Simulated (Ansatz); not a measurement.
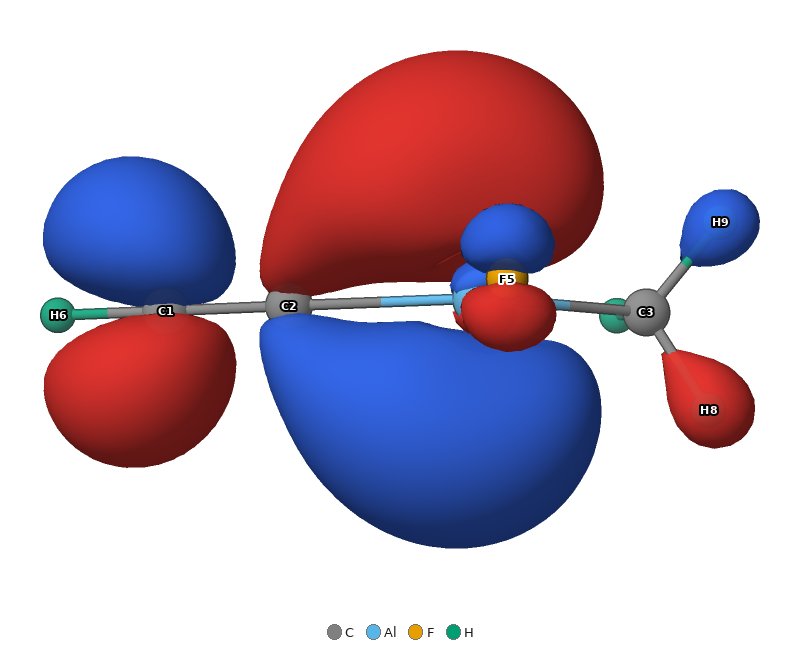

*C3H4AlF (SMILES C#[C][Al]([CH3])[F]). One frontier orbital at ±0.1 Å⁻³ᐟ² (blue and red are the two phases), seen from one side.*

Geometry: r2SCAN-D4/def2-SVP.

Theory: isolated molecule in a Gaussian basis; Kohn-Sham density functional theory, functional PBE0 in Ansatz 0.2.0.

```xyz
9

C    -2.1212   -0.4631   -0.9663
C    -1.6204    0.5401   -0.4721
C     0.8836    2.8352   -0.3438
Al   -0.7975    2.0964    0.2589
F    -1.6107    2.8437    1.5090
H    -2.5666   -1.3440   -1.3960
H     1.2824    2.3120   -1.2273
H     1.6474    2.7764    0.4511
H     0.7860    3.9047   -0.5971
```

Which orbital is it: HOMO or LUMO?

The LUMO, at −1.26 eV. It lies mainly on Al4 (about 50 %), C1 (about 20 %) and C2 (about 15 %).
